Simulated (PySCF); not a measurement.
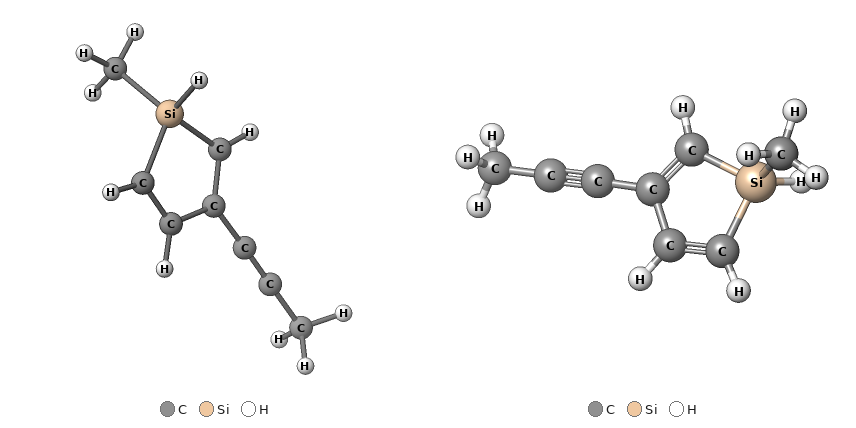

Two views of one molecule.

**Which formula does it have?**

C₈H₁₀Si, 19 atoms: 8 carbon, 10 hydrogen and 1 silicon.

**What is the point group of this geometry?**

C1.

The parts below concern this one geometry. Atoms keep their numbers from picture to picture. The computed structure is the end point of a PBE0-D3(BJ)/def2-SVP optimisation. No frequency run is at hand to confirm it as a minimum.

## Levels of theory compared

No frequency run is at hand to confirm it as a minimum. Program: PySCF 2.14.0.

Compare HOMO energy (eV), dipole (D), HOMO–LUMO gap (eV) at these levels: PBE0/pcSseg-1; PBE0/pcSseg-1 in acetone (IEF-PCM); ωB97X-D/def2-SVPD; ωB97X-D/def2-SVPD in acetone (IEF-PCM); ωB97X-D/pcSseg-1.

| level | HOMO energy (eV) | dipole (D) | HOMO–LUMO gap (eV) |
| --- | --- | --- | --- |
| PBE0/pcSseg-1 | −6.39 | 1.01 | 4.71 |
| PBE0/pcSseg-1 in acetone (IEF-PCM) | −6.54 | 1.18 | 4.73 |
| ωB97X-D/def2-SVPD | −8.13 | 0.99 | 8.16 |
| ωB97X-D/def2-SVPD in acetone (IEF-PCM) | −8.28 | 1.19 | 8.19 |
| ωB97X-D/pcSseg-1 | −8.15 | 0.95 | 8.17 |

## Ring current

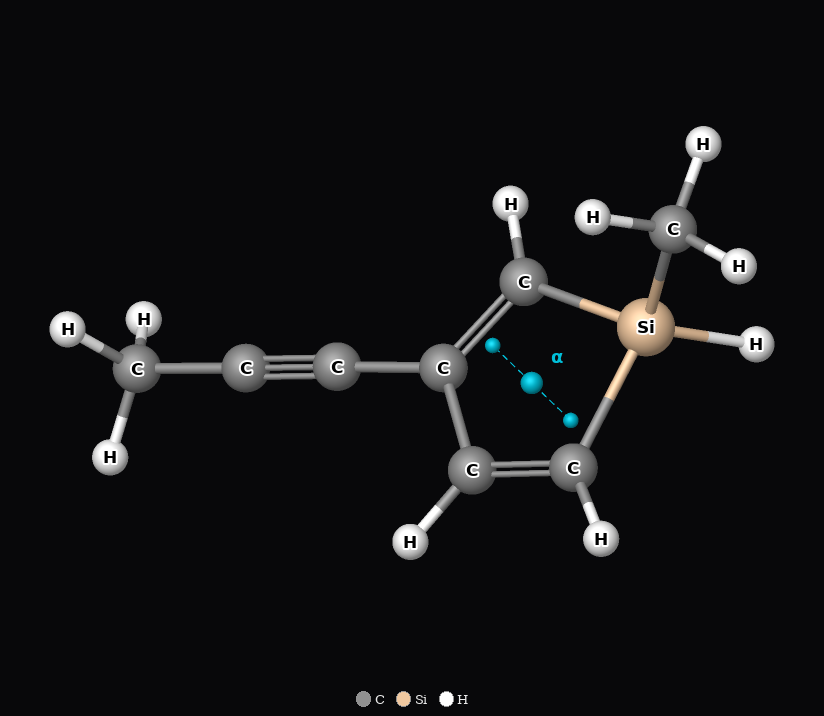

The small points mark where nucleus-independent chemical shifts (NICS) were computed: at the centre of each lettered ring and 1 Å above and below it. No frequency run is at hand to confirm it as a minimum. Properties computed with GIAO PBE0/pcSseg-1 NMR shielding, non-relativistic, IEF-PCM acetone (PySCF 2.14.0).

Give NICS(0), NICS(1) and the out-of-plane component NICS(1)zz for each ring (means of the two sides).

| ring | members | NICS(0) | NICS(1) | NICS(1)zz |
| --- | --- | --- | --- | --- |
| α | C4Si | 0.1 | −2.4 | 0.2 |

Values in ppm.

**What do the values say about the ring currents?**

Ring α: weak, as in a non-aromatic ring. NICS is one index among several.

## Polarisability

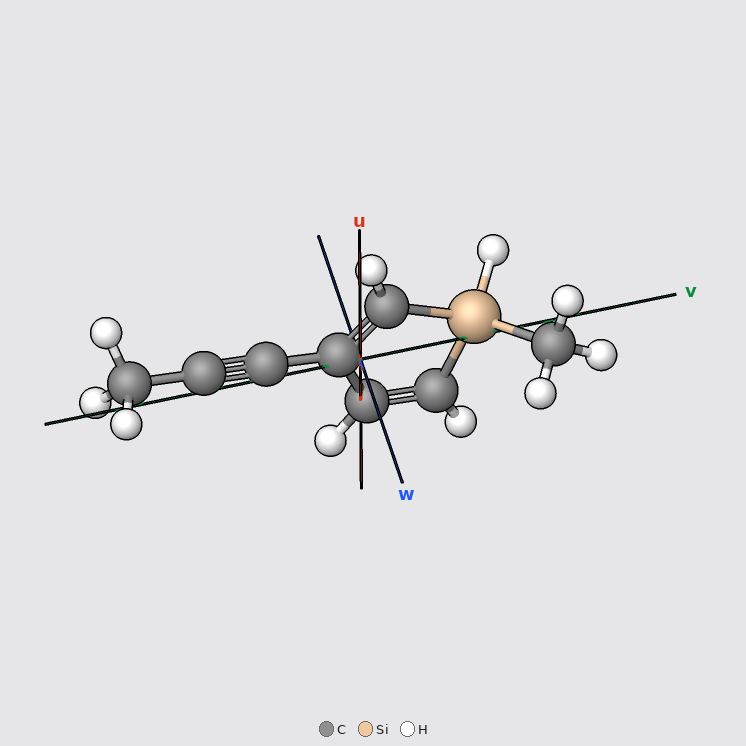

The lines u, v and w are the principal axes of the static dipole polarisability. No frequency run is at hand to confirm it as a minimum. Level of theory: ωB97X-D/def2-SVPD (PySCF 2.14.0).

**Along which axis is the molecule most polarisable, and along which least?**

Most along v, least along w.

**Give the three principal values.**

u 103.3, v 188.3, w 84.9 bohr³; mean 125.5, anisotropy 95.5 bohr³.
